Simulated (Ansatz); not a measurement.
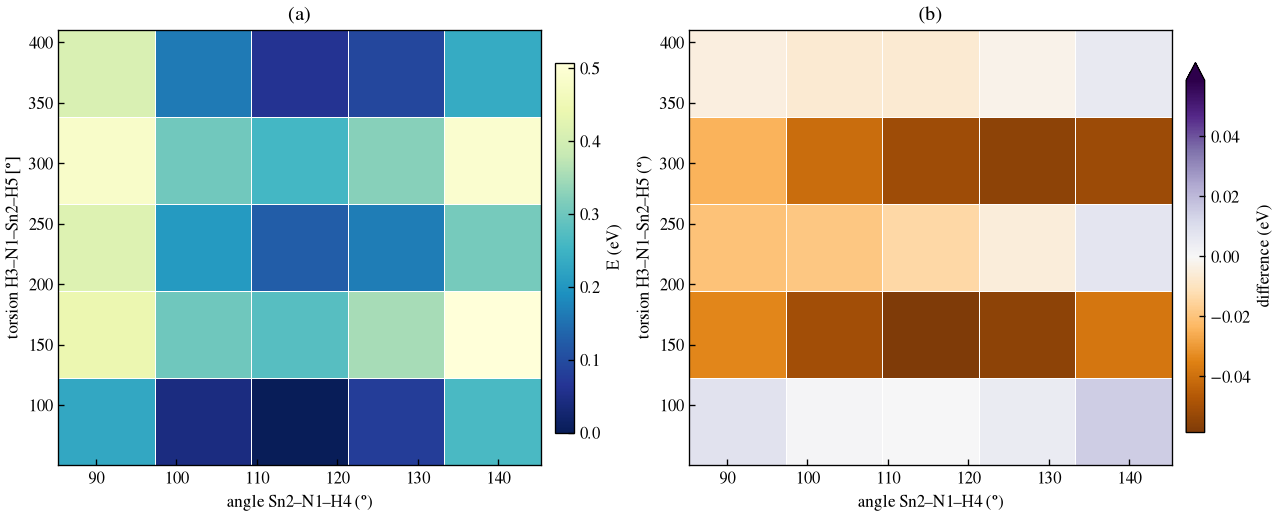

H₄NSn, SMILES [NH2][SnH2], spin multiplicity 2. Two internal coordinates are moved rigidly from the geometry relaxed at PBE0-D4/def2-TZVP, all others fixed. The first coordinate is: angle Sn2–N1–H4; the second: torsion H3–N1–Sn2–H5. Grid: 5 × 5 points. Points are written as (first, second). Energies are in eV, from each map's own lowest point. These are results of Ansatz, UKS PBE-D4/def2-TZVPP, not measurements.

Panel (a): Ansatz 0.2.0, UKS PBE-D4/def2-TZVPP. Panel (b): the map at UKS PBE0-D4/def2-TZVPP in Ansatz less the map of (a), each from its own lowest point.

### How does the change of method alter the landscape?

The difference runs from −0.058 eV at (115.3°, 158°) to 0.015 eV at (139.3°, 86°).
